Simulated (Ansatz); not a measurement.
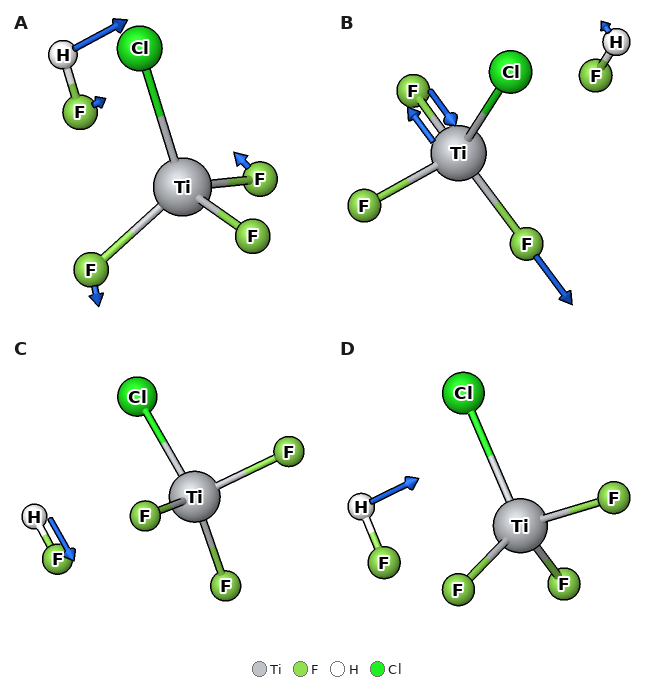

4 normal modes of one molecule or complex, as arrows. The species is neutral and a spin singlet. Harmonic vibrations computed with RKS PBE0-D4/def2-TZVP (Ansatz 0.2.0) at a stationary point of the same level.

Match the panels to the wavenumbers 166 cm⁻¹, 404 cm⁻¹, 815 cm⁻¹, 4009 cm⁻¹.

Answer. A: 166 cm⁻¹
B: 815 cm⁻¹, out-of-phase stretching of 2 Ti–F bonds
C: 4009 cm⁻¹, F–H stretching
D: 404 cm⁻¹
